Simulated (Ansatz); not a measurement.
Geometry relaxation of CH$_{5}$Al (part 2 of 2)

The same run, continued: CH$_{5}$Al; RKS PBE0-D4/6-31G* (Ansatz 0.2.0). It belongs to a series of runs on one base structure; here: end point B relaxed.

Geometry of the input (Å):
```
Al -0.1379  0.1405  -1.0887
C  1.4957  -0.0410  1.6244
H  0.5265  -0.5407  1.7074
H  2.1562  -0.4083  2.4140
H  1.3579  1.0376  1.7392
H  1.9685  -0.2550  0.6520
H  -1.3471  0.0669  0.0677
```

### Trajectory as extended XYZ (Å, eV, eV/Å), 11 frames, from step=1 to step=11
```
7
Properties=species:S:1:pos:R:3:forces:R:3 step=1 energy=-7708.97049
Al   -0.1379    0.1405   -1.0887   -0.0756   0.0177  -0.0779
C     1.4957   -0.0410    1.6244    0.1140  -0.0637  -0.1254
H     0.5265   -0.5407    1.7074    0.0064   0.0035   0.0077
H     2.1562   -0.4083    2.4140    0.0034   0.0015   0.0047
H     1.3579    1.0376    1.7392    0.0096  -0.0002  -0.0147
H     1.9685   -0.2550    0.6520   -0.0675   0.0470   0.2169
H    -1.3471    0.0669    0.0677    0.0097  -0.0058  -0.0114
7
Properties=species:S:1:pos:R:3:forces:R:3 step=2 energy=-7708.98466
Al   -0.2780    0.1654   -1.2210   -0.0135   0.0056   0.0050
C     1.5444   -0.0485    1.6696    0.0687  -0.0063  -0.0751
H     0.5780   -0.5554    1.7425    0.0146  -0.0070  -0.0261
H     2.1954   -0.3980    2.4750   -0.0202   0.0184   0.0250
H     1.3944    1.0308    1.7634    0.0184  -0.0167   0.0056
H     2.0344   -0.2701    0.7127   -0.0779   0.0121   0.0711
H    -1.4486    0.0759   -0.0262    0.0100  -0.0061  -0.0056
7
Properties=species:S:1:pos:R:3:forces:R:3 step=3 energy=-7708.98310 accepted=F
Al   -0.3015    0.2205   -1.2206    0.0300   0.0114  -0.0235
C     1.5511   -0.0457    1.6615   -0.3482   0.0016   0.2540
H     0.5650   -0.5217    1.7046    0.0429   0.0504   0.0402
H     2.1522   -0.3986    2.5016    0.0648  -0.0510  -0.0222
H     1.4319    1.0365    1.7415   -0.0012   0.0604  -0.0334
H     2.0381   -0.2974    0.7256    0.2554  -0.0610  -0.2402
H    -1.4170    0.0066    0.0019   -0.0437  -0.0119   0.0250
7
Properties=species:S:1:pos:R:3:forces:R:3 step=4 energy=-7708.98632
Al   -0.2956    0.1992   -1.2165   -0.0060   0.0059   0.0064
C     1.5515   -0.0475    1.6664   -0.0247  -0.0104   0.0209
H     0.5741   -0.5371    1.7143    0.0144   0.0070   0.0013
H     2.1691   -0.3982    2.4978   -0.0143   0.0054  -0.0154
H     1.4185    1.0347    1.7464    0.0109   0.0011  -0.0054
H     2.0563   -0.2881    0.7261    0.0180  -0.0024  -0.0040
H    -1.4541    0.0369   -0.0185    0.0017  -0.0066  -0.0037
7
Properties=species:S:1:pos:R:3:forces:R:3 step=5 energy=-7708.98814
Al   -0.3340    0.2762   -1.1858   -0.0506  -0.0089   0.0664
C     1.5681   -0.0447    1.6556   -0.1081  -0.0654   0.1500
H     0.5643   -0.4907    1.6324    0.1261   0.0481   0.0247
H     2.0956   -0.4012    2.5517   -0.0931   0.0557  -0.1960
H     1.4775    1.0449    1.7012    0.0259  -0.0272  -0.0056
H     2.1311   -0.3297    0.7630    0.0506  -0.0092   0.0180
H    -1.4829   -0.0549   -0.0021    0.0493   0.0070  -0.0575
7
Properties=species:S:1:pos:R:3:forces:R:3 step=6 energy=-7708.99023
Al   -0.3478    0.3073   -1.1593   -0.0449  -0.0102   0.0607
C     1.5722   -0.0427    1.6480   -0.1050  -0.0421   0.1159
H     0.5612   -0.4676    1.5893    0.1069   0.0313   0.0248
H     2.0538   -0.4024    2.5669   -0.0694   0.0475  -0.1589
H     1.5044    1.0490    1.6806    0.0283  -0.0248  -0.0022
H     2.1657   -0.3477    0.7824    0.0386  -0.0102   0.0119
H    -1.4897   -0.0960    0.0080    0.0455   0.0085  -0.0522
7
Properties=species:S:1:pos:R:3:forces:R:3 step=7 energy=-7708.99333
Al   -0.3493    0.3842   -1.0929   -0.0578  -0.0227   0.0608
C     1.5682   -0.0402    1.6321    0.0231   0.0094  -0.0339
H     0.5481   -0.4330    1.5471    0.0461  -0.0058  -0.0205
H     1.9944   -0.3910    2.5769   -0.0156   0.0342  -0.0239
H     1.5433    1.0546    1.6290    0.0240  -0.0527   0.0156
H     2.1966   -0.3923    0.8061   -0.0777   0.0157   0.0602
H    -1.4815   -0.1823    0.0177    0.0579   0.0219  -0.0584
7
Properties=species:S:1:pos:R:3:forces:R:3 step=8 energy=-7708.99478
Al   -0.3595    0.4270   -1.0558   -0.0392  -0.0156   0.0326
C     1.5692   -0.0372    1.6254    0.0066   0.0158   0.0191
H     0.5411   -0.4045    1.5221    0.0358  -0.0069  -0.0008
H     1.9638   -0.3862    2.5854   -0.0245   0.0286  -0.0508
H     1.5774    1.0574    1.6082    0.0161  -0.0441   0.0082
H     2.2021   -0.4184    0.8182   -0.0344   0.0053   0.0266
H    -1.4742   -0.2382    0.0126    0.0398   0.0169  -0.0350
7
Properties=species:S:1:pos:R:3:forces:R:3 step=9 energy=-7708.99539
Al   -0.3882    0.4851   -1.0513   -0.0428  -0.0342   0.0551
C     1.5697   -0.0372    1.6271   -0.0193   0.0120   0.0187
H     0.5354   -0.3881    1.5307    0.0299   0.0106  -0.0120
H     1.9541   -0.3721    2.5950    0.0036   0.0132  -0.0290
H     1.6042    1.0558    1.5858    0.0007  -0.0334   0.0029
H     2.1930   -0.4512    0.8293   -0.0143  -0.0007   0.0155
H    -1.4485   -0.2923   -0.0006    0.0421   0.0323  -0.0513
7
Properties=species:S:1:pos:R:3:forces:R:3 step=10 energy=-7708.99574
Al   -0.3808    0.5020   -1.0209   -0.0398  -0.0259   0.0307
C     1.5692   -0.0357    1.6247   -0.0033   0.0152   0.0027
H     0.5322   -0.3782    1.5303    0.0094   0.0008   0.0026
H     1.9514   -0.3656    2.5948   -0.0023   0.0011  -0.0126
H     1.6150    1.0562    1.5743    0.0016  -0.0241  -0.0024
H     2.1874   -0.4633    0.8303   -0.0067   0.0054   0.0121
H    -1.4546   -0.3153   -0.0175    0.0411   0.0275  -0.0330
7
Properties=species:S:1:pos:R:3:forces:R:3 step=11 energy=-7708.99601
Al   -0.3879    0.5097   -1.0235    0.0026   0.0034  -0.0033
C     1.5681   -0.0364    1.6262   -0.0002   0.0004  -0.0001
H     0.5312   -0.3791    1.5375   -0.0003   0.0003   0.0001
H     1.9550   -0.3623    2.5952    0.0008   0.0000   0.0007
H     1.6147    1.0545    1.5703   -0.0001  -0.0003  -0.0004
H     2.1824   -0.4679    0.8314   -0.0005  -0.0006   0.0001
H    -1.4436   -0.3185   -0.0210   -0.0023  -0.0031   0.0029
```

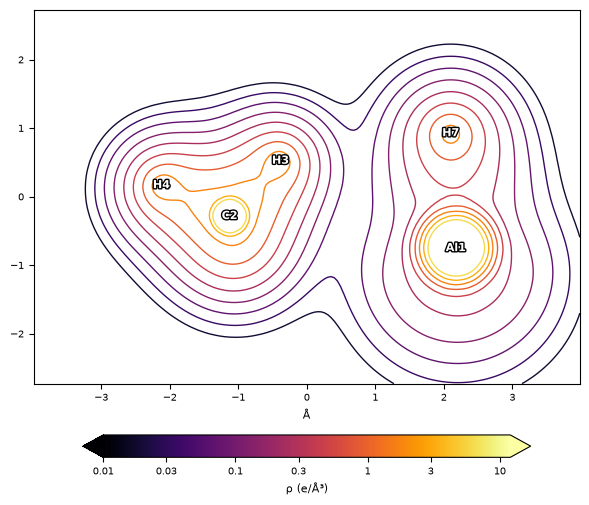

Total electron density on the plane of atoms H3, C2 and H4. The section cuts through Al, C and H sites. C–H (1.09 Å): ρ is about 1.9 e/Å³ halfway. Al–H (1.67 Å): ρ at the midpoint is about 0.47 e/Å³.

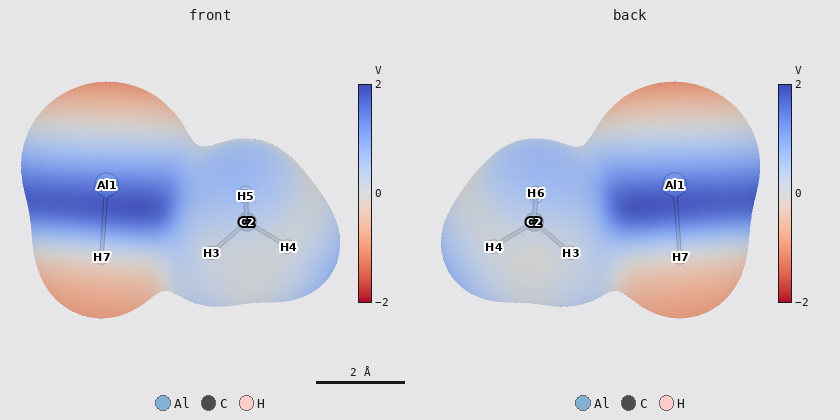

The molecular electrostatic potential painted on the density surface at 0.002 e/bohr³, seen at a tilt and from behind; red is negative and blue positive. A positive charge is drawn to the negative regions and a negative charge to the positive ones.

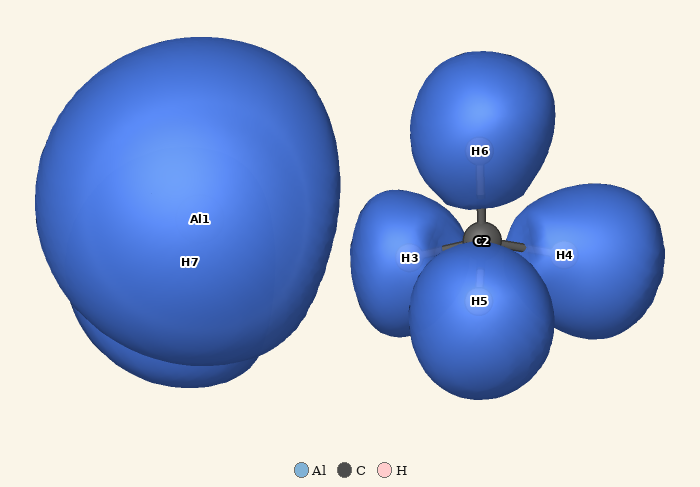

Isosurface of the electron localisation function at 0.8 (blue), seen from the side. Core shells and regions of very low density are left out. Along the contacts the grid gives the following.

### Results in brief

```json
{"quantity": "outcome", "value": "converged"}
{"quantity": "total energy", "value": "−7708.9960 eV"}
{"quantity": "mean-field energy", "value": "−7708.9200 eV"}
{"quantity": "largest force (length of the vector) at the end", "value": "0.005 eV/Å"}
{"quantity": "hardware", "value": "1 thread of Intel Xeon (Sapphire Rapids), 64 GiB of memory available, shared host"}
{"quantity": "wall time", "value": "10 s"}
{"quantity": "peak memory", "value": "0.11 GiB"}
```
